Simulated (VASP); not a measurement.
# Lattice of Aluminum across functionals and dispersion corrections

Which functional gives the lattice of Aluminum as experiment finds it, and is a dearer one worth its cost? The levels: LDA, PBEsol, PBE, r2SCAN, PBE + D3(BJ), r2SCAN + rVV10, vdW-DF-cx and RPBE. The start is a cell from a database of measured crystal structures.

Calculated with VASP 6.6.1; LDA; plane waves and PAW (Al), in the first sound run; inputs show where later runs differ.

Experimental background.

For Al, fcc (bulk crystal), “Honeycomb Boron on Al(111): From the Concept of Borophene to the Two-Dimensional Boride” (2021, pmc:8482755) quotes earlier work: lattice constant a (cubic lattice parameter, quoted experimental value) 4.04958 Å [literature value quoted in the paper's theory part; measurement temperature not given].

## 1. Starting point

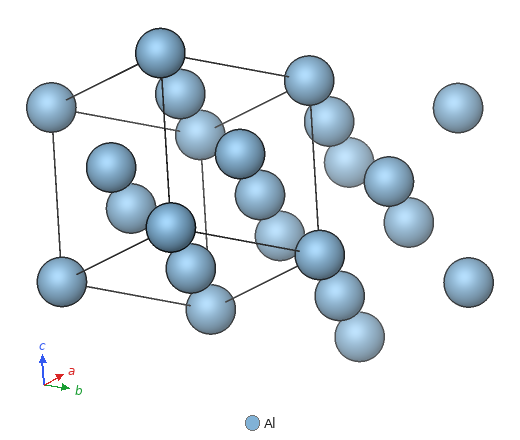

The cell as given, from a free direction (aluminium light blue). 1×2×1 cells are drawn. This picture shows the conventional cell, with its axes. Some periodic images of atoms are drawn too.

## 2. Relaxation with LDA

Properties are meant for the cell that this level of theory prefers, so cell and atoms are relaxed first (ISIF = 3) until forces and stress are small; EDIFFG sets the threshold. LDA, the lowest rung, knows the local density alone.

Input file INCAR:

```
SYSTEM = Al
PREC = Accurate
ENCUT = 520
EDIFF = 1E-06
NELM = 100
ISMEAR = -1
SIGMA = 0.05
LREAL = .FALSE.
ALGO = Normal
GGA = CA
NBANDS = 7
LORBIT = 11
LWAVE = .FALSE.
LCHARG = .FALSE.
KPAR = 2
IBRION = 2
NSW = 60
ISIF = 3
EDIFFG = -0.01
```

Input file POSCAR:

```
Al
1.0
    0.0000000000      2.0248050000      2.0248050000
    2.0248050000      0.0000000000      2.0248050000
    2.0248050000      2.0248050000      0.0000000000
Al
1
Direct
    0.0000000000      0.0000000000      0.0000000000
```

Input file KPOINTS:

```
Automatic mesh
0
Gamma
9 9 9
0 0 0
```

Potentials, in the order of the species: Al (PBE family, release 64).

The run is started by

```sh
> mpirun -np 2 vasp_std
```

Output:

```text
[banner, memory and clock lines left out]
running    2 mpi-ranks, on    1 nodes
 distrk:  each k-point on    1 cores,    2 groups
 distr:  one band on    1 cores,    1 groups

 POSCAR found type information on POSCAR Al
 POSCAR found :  1 types and       1 ions
|                                                                             |
|               ----> ADVICE to this user running VASP <----                  |
|                                                                             |
|     You enforced a specific xc type in the INCAR file but a different       |
|     [... a line on the potential file left out ...]
|     I HOPE YOU KNOW WHAT YOU ARE DOING!                                     |
|                                                                             |

 LDA part: xc-table for (Slater(with rela. corr.)+CA(PZ))
 , standard interpolation
 POSCAR, INCAR and KPOINTS ok, starting setup
 FFT: planning ... GRIDC
 FFT: planning ... GRID_SOFT
 FFT: planning ... GRID
 WAVECAR not read
 entering main loop
       N       E                     dE             d eps       ncg     rms          rms(c)
DAV:   1    -0.257162998117E+01   -0.25716E+01   -0.90044E+02   497   0.239E+02
DAV:   2    -0.415685664298E+01   -0.15852E+01   -0.15485E+01   658   0.214E+01
DAV:   3    -0.416869858079E+01   -0.11842E-01   -0.11840E-01   644   0.209E+00
DAV:   4    -0.416874501024E+01   -0.46429E-04   -0.46429E-04   749   0.122E-01
DAV:   5    -0.416874507938E+01   -0.69137E-07   -0.68842E-07   679   0.258E-03    0.920E-01
DAV:   6    -0.415441868231E+01    0.14326E-01   -0.20281E-03   644   0.204E-01    0.556E-01
DAV:   7    -0.414511352225E+01    0.93052E-02   -0.53716E-03   609   0.326E-01    0.911E-02
DAV:   8    -0.414511003986E+01    0.34824E-05   -0.21256E-05   749   0.389E-02    0.158E-02
DAV:   9    -0.414510989882E+01    0.14104E-06   -0.16945E-07   679   0.230E-03
   1 F= -.41451099E+01 E0= -.41426371E+01  d E =-.414511E+01
 curvature:   0.00 expect dE= 0.000E+00 dE for cont linesearch  0.000E+00
 trial: gam= 0.00000 g(F)=  0.487E-66 g(S)=  0.140E-01 ort = 0.000E+00 (trialstep = 0.100E+01)
 search vector abs. value=  0.140E-01
 bond charge predicted
       N       E                     dE             d eps       ncg     rms          rms(c)
DAV:   1    -0.415197219376E+01   -0.68622E-02   -0.10764E-01   581   0.153E+00    0.194E-01
DAV:   2    -0.415138367581E+01    0.58852E-03   -0.57738E-04   630   0.199E-01    0.997E-02
DAV:   3    -0.415098807869E+01    0.39560E-03   -0.20195E-04   616   0.605E-02    0.199E-02
DAV:   4    -0.415098541678E+01    0.26619E-05   -0.19868E-06   756   0.839E-03    0.121E-02
DAV:   5    -0.415098537695E+01    0.39832E-07   -0.23964E-08   329   0.982E-04
   2 F= -.41509854E+01 E0= -.41482307E+01  d E =-.587548E-02
 trial-energy change:   -0.005875  1 .order   -0.005708   -0.013974    0.002557
 step:   0.8529(harm=  0.8453)  dis= 0.00000  next Energy=    -4.151173 (dE=-0.606E-02)
 bond charge predicted
       N       E                     dE             d eps       ncg     rms          rms(c)
DAV:   1    -0.415119805193E+01   -0.21264E-03   -0.22582E-03   588   0.220E-01    0.282E-02
DAV:   2    -0.415118558833E+01    0.12464E-04   -0.12259E-05   623   0.289E-02    0.147E-02
DAV:   3    -0.415117718146E+01    0.84069E-05   -0.42948E-06   637   0.878E-03    0.286E-03
DAV:   4    -0.415117713400E+01    0.47458E-07   -0.33760E-08   273   0.119E-03
   3 F= -.41511771E+01 E0= -.41484903E+01  d E =-.606724E-02
 curvature:  -0.42 expect dE=-0.144E-07 dE for cont linesearch -0.144E-07
 trial: gam= 0.00000 g(F)=  0.192E-65 g(S)=  0.342E-07 ort =-0.219E-04 (trialstep = 0.971E+00)
 search vector abs. value=  0.343E-07
 reached required accuracy - stopping structural energy minimisation
```

Elapsed: 6.4 s, on 2 MPI ranks of Intel Xeon Platinum 8375C at 2.90GHz (Ice Lake), shared host; peak memory 0.22 GiB.

Lines that name or quote the potential files are left out of all logs, and their timing lines are given in words.

From OUTCAR (step 2):

```text
ion  position               nearest neighbor table
   1  0.000  0.000  0.000-

  LATTYP: Found a face centered cubic cell.
 ALAT       =     4.0496100000

 Subroutine GETGRP returns: Found 48 space group operations
 (whereof 48 operations were pure point group operations)

The static configuration has the point symmetry O_h .

 Found     35 irreducible k-points:

   k-points           NKPTS =     35   k-points in BZ     NKDIM =     35   number of bands    NBANDS=      7

   dimension x,y,z NGX =    24 NGY =   24 NGZ =   24
   dimension x,y,z NGXF=    48 NGYF=   48 NGZF=   48

   ENCUT  =  520.0 eV  38.22 Ry    6.18 a.u.   5.32  5.32  5.32*2*pi/ulx,y,z

   NELECT =       3.0000    total number of electrons

 k-points in reciprocal lattice and weights: Automatic mesh
   0.00000000  0.00000000  0.00000000       0.001
   0.11111111  0.00000000  0.00000000       0.011
   0.22222222  0.00000000  0.00000000       0.011
   0.33333333  0.00000000  0.00000000       0.011
   0.44444444  0.00000000  0.00000000       0.011
   0.11111111  0.11111111  0.00000000       0.008
   0.22222222  0.11111111  0.00000000       0.033
   0.33333333  0.11111111  0.00000000       0.033
   0.44444444  0.11111111  0.00000000       0.033
[...]
-0.33333333  0.44444444  0.11111111       0.033
  -0.33333333  0.44444444  0.22222222       0.033

 average (electrostatic) potential at core
       1 -71.6943

 E-fermi :   8.1265

 k-point     1 :       0.0000    0.0000    0.0000
  band No.  band energies     occupation
      1      -3.1768      2.00000
      2      20.9519      0.00000
      3      20.9519      0.00000
      4      20.9519      0.00000
      5      22.5019      0.00000
      6      22.5019      0.00000
    ...

 k-point     2 :       0.1111    0.0000    0.0000
  band No.  band energies     occupation
      1      -2.8349      2.00000
      2      17.1750      0.00000
      3      20.1284      0.00000
      4      20.1284      0.00000
      5      23.1791      0.00000
      6      23.8235      0.00000
    ...

 k-point     3 :       0.2222    0.0000    0.0000
  band No.  band energies     occupation
      1      -1.8143      2.00000
      2      12.7103      0.00000
      3      19.3490      0.00000
      4      19.3490      0.00000
      5      22.8612      0.00000
      6      23.6434      0.00000
    ...

  Total        0.0004864      0.0004864      0.0004864     -0.0000000     -0.0000000     -0.0000000
  in kB        0.0487838      0.0487838      0.0487838     -0.0000000     -0.0000000     -0.0000000
  external PRESSURE =       0.0487838 kB  Pullay stress =       0.0000000 kB

  energy-cutoff  :      520.00
  volume of cell :       15.97
      direct lattice vectors                 reciprocal lattice vectors
     0.000000000  1.998916770  1.998916770    -0.250135477  0.250135477  0.250135477
     1.998916770  0.000000000  1.998916770     0.250135477 -0.250135477  0.250135477
     1.998916770  1.998916770 -0.000000000     0.250135477  0.250135477 -0.250135477

 POSITION                                       TOTAL-FORCE (eV/Angst)
 -----------------------------------------------------------------------------------
      0.00000      0.00000      0.00000         0.000000     -0.000000      0.000000
 -----------------------------------------------------------------------------------
    total drift:                               -0.000000      0.000000     -0.000000

  FREE ENERGIE OF THE ION-ELECTRON SYSTEM (eV)
  ---------------------------------------------------
  free  energy   TOTEN  =        -4.1511771340 eV

  energy  without entropy=       -4.1458033974  energy(sigma->0) =       -4.14849027

 reached required accuracy - stopping structural energy minimisation

 total charge
# of ion       s       p       d       tot
------------------------------------------
    1        0.427   0.352   0.000   0.779

[... 3 further parts left out ...]
```

CONTCAR:

```
Al
   1.00000000000000
     0.0000000000000000    1.9989167697453074    1.9989167697453074
     1.9989167697453074    0.0000000000000000    1.9989167697453074
     1.9989167697453074    1.9989167697453074   -0.0000000000000000
  Al
     1
Direct
     0.0000000000000000    0.0000000000000000    0.0000000000000000
```

This run has no spin polarisation. Its electron count is odd, so without a moment it is a metal by construction. The k-mesh is coarse for a metal. The PAW data sets were made with PBE, though LDA sets exist; this is a small mismatch. The run keeps the 48 symmetry operations of its start, so it cannot find a distortion of lower symmetry.

The steps of the relaxation:

```
step  energy less that of the first step (eV)  largest force (eV/Å)  pressure (GPa)  volume (Å³)
   1                                   0.0000                0.0000           -3.00        16.60
   2                                  -0.0059                0.0000            0.57        15.87
   3                                  -0.0061                0.0000            0.00        15.97
```

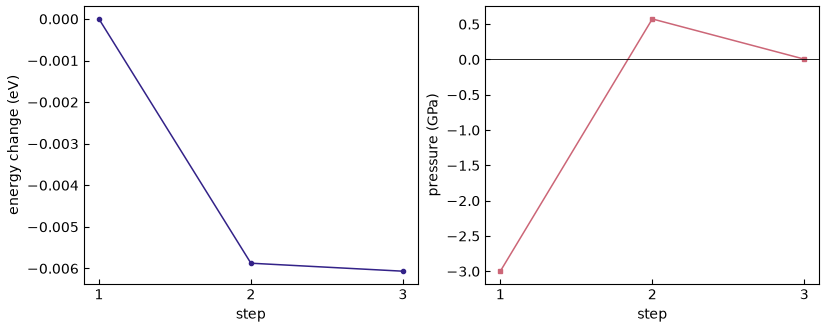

Energy and pressure along the relaxation.

```
conventional cell, symmetrised  before  after  change
                         a (Å)   4.050  3.998  -1.3 %
                         b (Å)   4.050  3.998  -1.3 %
                         c (Å)   4.050  3.998  -1.3 %
              volume (Å³/atom)   16.60  15.97  -3.8 %
```

The relaxed structure:

```
Al
1.0
     0.00000    1.99892    1.99892
     1.99892    0.00000    1.99892
     1.99892    1.99892    0.00000
Al
1
Cartesian
  0.0000 0.0000 0.0000
```

Numbers from this step:

```
electrons                       : 3
bands                           : 7
irreducible k-points            : 35
symmetry operations             : 48
free energy (TOTEN)             : -4.151 eV
energy at zero smearing         : -4.148 eV
Fermi energy                    : 8.127 eV
pressure                        : 0.004878 GPa
metallic                        : yes
SCF cycles over all ionic steps : 18
```

It ends with forces that vanish by symmetry and a pressure of 0.00 GPa. The volume lies -3.8 % from that of the database's start, which holds the thermal and zero-point expansion of its experiment. LDA is known to overbind. The conventional cell has a = 3.998 Å.

## 3. Relaxation with PBEsol

This step: PBEsol; plane waves and PAW (Al) (VASP 6.6.1).

PBEsol restores the gradient expansion of exchange and is tuned for the cells of solids.

INCAR: that of step 2 with these lines changed.

```diff
@@ -9,3 +9,3 @@
 ALGO = Normal
-GGA = CA
+GGA = PS
 NBANDS = 7
```

POSCAR is that of step 2.

KPOINTS is that of step 2.

The run is started by

```sh
> mpirun -np 2 vasp_std
```

Output:

```text
[banner, memory and clock lines left out]
running    2 mpi-ranks, on    1 nodes
 distrk:  each k-point on    1 cores,    2 groups
 distr:  one band on    1 cores,    1 groups

 POSCAR found type information on POSCAR Al
 POSCAR found :  1 types and       1 ions
 [... a notice as in an earlier step ...]

 LDA part: xc-table for (Slater+PW92), standard interpolation
 POSCAR, INCAR and KPOINTS ok, starting setup
 FFT: planning ... GRIDC
 FFT: planning ... GRID_SOFT
 FFT: planning ... GRID
 WAVECAR not read
 entering main loop
       N       E                     dE             d eps       ncg     rms          rms(c)
DAV:   1    -0.249345635461E+01   -0.24935E+01   -0.90915E+02   497   0.239E+02
DAV:   2    -0.407881331233E+01   -0.15854E+01   -0.15471E+01   658   0.215E+01
DAV:   3    -0.409003349894E+01   -0.11220E-01   -0.11218E-01   644   0.205E+00
DAV:   4    -0.409007411369E+01   -0.40615E-04   -0.40615E-04   749   0.115E-01
DAV:   5    -0.409007417254E+01   -0.58850E-07   -0.58475E-07   651   0.238E-03    0.138E+00
DAV:   6    -0.407339166841E+01    0.16683E-01   -0.21677E-03   672   0.223E-01    0.786E-01
DAV:   7    -0.406209199662E+01    0.11300E-01   -0.59557E-03   581   0.357E-01    0.164E-01
DAV:   8    -0.406207765696E+01    0.14340E-04   -0.23667E-05   784   0.377E-02    0.541E-03
DAV:   9    -0.406207701182E+01    0.64514E-06   -0.30658E-07   665   0.272E-03
   1 F= -.40620770E+01 E0= -.40595100E+01  d E =-.406208E+01
 curvature:   0.00 expect dE= 0.000E+00 dE for cont linesearch  0.000E+00
 trial: gam= 0.00000 g(F)=  0.000E+00 g(S)=  0.412E-02 ort = 0.000E+00 (trialstep = 0.100E+01)
 search vector abs. value=  0.412E-02
 bond charge predicted
       N       E                     dE             d eps       ncg     rms          rms(c)
DAV:   1    -0.406400190386E+01   -0.19242E-02   -0.29613E-02   595   0.793E-01    0.143E-01
DAV:   2    -0.406385845260E+01    0.14345E-03   -0.18589E-04   623   0.109E-01    0.533E-02
DAV:   3    -0.406376424757E+01    0.94205E-04   -0.32862E-05   644   0.245E-02    0.173E-02
DAV:   4    -0.406375866561E+01    0.55820E-05   -0.32808E-06   679   0.783E-03    0.114E-02
DAV:   5    -0.406375868522E+01   -0.19609E-07   -0.18112E-08   280   0.108E-03
   2 F= -.40637587E+01 E0= -.40610012E+01  d E =-.168167E-02
 trial-energy change:   -0.001682  1 .order   -0.001652   -0.004116    0.000813
 step:   0.8400(harm=  0.8351)  dis= 0.00000  next Energy=    -4.063824 (dE=-0.175E-02)
 bond charge predicted
       N       E                     dE             d eps       ncg     rms          rms(c)
DAV:   1    -0.406383100049E+01   -0.72335E-04   -0.74536E-04   609   0.125E-01    0.225E-02
DAV:   2    -0.406382692094E+01    0.40795E-05   -0.47228E-06   616   0.174E-02    0.853E-03
DAV:   3    -0.406382402903E+01    0.28919E-05   -0.84330E-07   588   0.391E-03    0.269E-03
DAV:   4    -0.406382374734E+01    0.28169E-06   -0.74955E-08   273   0.120E-03
   3 F= -.40638237E+01 E0= -.40611050E+01  d E =-.174674E-02
 curvature:  -0.42 expect dE=-0.718E-08 dE for cont linesearch -0.718E-08
 trial: gam= 0.00000 g(F)=  0.470E-66 g(S)=  0.172E-07 ort =-0.842E-05 (trialstep = 0.968E+00)
 search vector abs. value=  0.173E-07
 reached required accuracy - stopping structural energy minimisation
```

It took 7.2 s on 2 MPI ranks; peak memory 0.24 GiB; 13 s of CPU time.

OUTCAR, selected parts (step 3):

```text
The static configuration has the point symmetry O_h .

 Found     35 irreducible k-points:

   NELECT =       3.0000    total number of electrons

 E-fermi :   8.0692

 k-point     1 :       0.0000    0.0000    0.0000
  band No.  band energies     occupation
      1      -3.1286      2.00000
      2      20.7758      0.00000
      3      20.7758      0.00000
      4      20.7758      0.00000
      5      22.3765      0.00000
      6      22.3765      0.00000
    ...

 k-point     2 :       0.1111    0.0000    0.0000
  band No.  band energies     occupation
      1      -2.7902      2.00000
      2      17.0396      0.00000
      3      19.9761      0.00000
      4      19.9761      0.00000
      5      22.9887      0.00000
      6      23.6772      0.00000
    ...

  Total        0.0003449      0.0003449      0.0003449      0.0000000      0.0000000     -0.0000000
  in kB        0.0339787      0.0339787      0.0339787      0.0000000      0.0000000     -0.0000000
  external PRESSURE =       0.0339787 kB  Pullay stress =       0.0000000 kB

  energy-cutoff  :      520.00
  volume of cell :       16.26
      direct lattice vectors                 reciprocal lattice vectors
     0.000000000  2.010967272  2.010967272    -0.248636568  0.248636568  0.248636568
     2.010967272  0.000000000  2.010967272     0.248636568 -0.248636568  0.248636568
     2.010967272  2.010967272 -0.000000000     0.248636568  0.248636568 -0.248636568

 POSITION                                       TOTAL-FORCE (eV/Angst)
 -----------------------------------------------------------------------------------
      0.00000      0.00000      0.00000         0.000000      0.000000     -0.000000
 -----------------------------------------------------------------------------------
    total drift:                                0.000000     -0.000000     -0.000000

  FREE ENERGIE OF THE ION-ELECTRON SYSTEM (eV)
  ---------------------------------------------------
  free  energy   TOTEN  =        -4.0638237473 eV

  energy  without entropy=       -4.0583862051  energy(sigma->0) =       -4.06110498

 total charge
# of ion       s       p       d       tot
------------------------------------------
    1        0.429   0.345   0.000   0.774

[... 8 parts as in an earlier step ...]

[... 5 further parts left out ...]
```

CONTCAR:

```
Al
   1.00000000000000
     0.0000000000000000    2.0109672717510465    2.0109672717510465
     2.0109672717510461    0.0000000000000000    2.0109672717510465
     2.0109672717510461    2.0109672717510465   -0.0000000000000000
  Al
     1
Direct
     0.0000000000000000    0.0000000000000000    0.0000000000000000
```

The PAW data sets were made with PBE, which is usual practice but a small mismatch for other functionals.

The steps of the relaxation:

```
step  energy less that of the first step (eV)  largest force (eV/Å)  pressure (GPa)  volume (Å³)
   1                                   0.0000                0.0000           -1.63        16.60
   2                                  -0.0017                0.0000            0.33        16.20
   3                                  -0.0017                0.0000            0.00        16.26
```

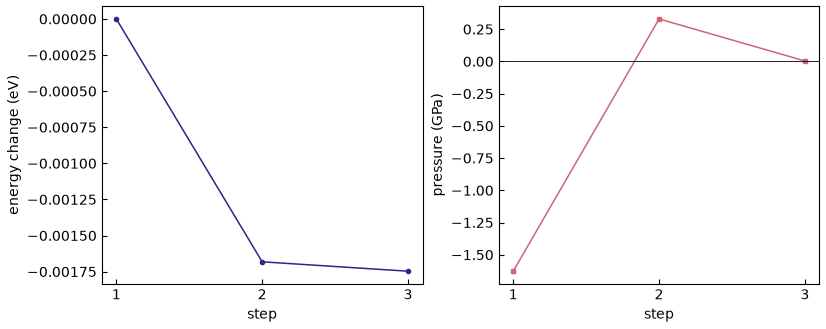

Energy and pressure along the relaxation.

```
conventional cell, symmetrised  before  after  change
                         a (Å)   4.050  4.022  -0.7 %
                         b (Å)   4.050  4.022  -0.7 %
                         c (Å)   4.050  4.022  -0.7 %
              volume (Å³/atom)   16.60  16.26  -2.0 %
```

Final coordinates:

```xyz
1
Lattice="0.0000 2.0110 2.0110 2.0110 0.0000 2.0110 2.0110 2.0110 0.0000" Properties=species:S:1:pos:R:3 pbc="T T T"
Al    0.0000    0.0000    0.0000
```

This step gave:

```
free energy (TOTEN)     : -4.064 eV
energy at zero smearing : -4.061 eV
Fermi energy            : 8.069 eV
pressure                : 0.003398 GPa
```

It ends at 16.26 Å³/atom, -2.0 % from the start, with 0.00 GPa left. The conventional cell has a = 4.022 Å.

[end of part 1 of 3]

[Lines on the potential files, build, host, timing and source positions are cut from VASP's logs without a mark.]

[Logs are printed without paths, hosts, clocks, repeated set-up lines and the standing remarks that a program may print on its own settings, such as how far it seeks lower states.]

[Hosts, paths, dates, database ids (printed as entryN), source tags and the programs' standing remarks are cut or masked in the printed files.]

[Measured values are set beside computed ones only where the two were judged alike; some that the calculation misses by far are left out.]
